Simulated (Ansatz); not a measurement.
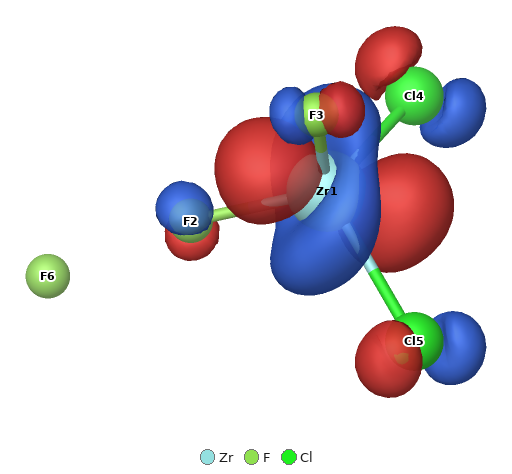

*Cl$_{2}$F$_{2}$Zr···F (doublet). The LUMO (α) at ±0.15 Å⁻³ᐟ² (blue and red are the two phases), seen at an oblique angle.*

Core potentials replace the inner electrons of Zr; not at a stationary point (largest force 1.0 eV/Å).

The calculation used Ansatz, UKS PBE-D4/def2-SVP.

The calculation's input:

```
crystal:
  periodic: [false, false, false]
  atoms:
    - { symbol: Zr, position_ang: [0.0, 0.0, 0.0] }
    - { symbol: F, position_ang: [0.0, 0.0, 2.23] }
    - { symbol: F, position_ang: [1.8671, 0.0, -0.6593] }
    - { symbol: Cl, position_ang: [-1.1869, 2.0563, -0.8392] }
    - { symbol: Cl, position_ang: [-1.1869, -2.0563, -0.8392] }
    - { symbol: F, position_ang: [0.0, 0.0, 3.67] }
magnetization:
  spin_polarized: true
  initial_magnetization: 1
basis:
  gaussian: { orbitals: def2-SVP }
hamiltonian:
  xc: pbe
  dispersion: d4
relax:
  f_tol: 0.15
  max_steps: 25
  restrain:
    - { distance: [1, 5], at: 2.34, k: 30.0 }
    - { distance: [0, 1], at: 1.98, k: 30.0 }
output:
  orbitals: {}
```

Launched as:

```sh
ansatz run input.yaml --threads 4 --pin off --max-ram 5120MiB --backend cpu --events-out ev --progress --plain --runs-dir out
```

The fields are those of the run's last geometry, not of the input's.

### Where does this orbital lie, and at what energy?

It lies mainly on Zr1 (about 70 %), Cl4 (about 10 %) and Cl5 (about 10 %). Its energy is −3.24 eV.
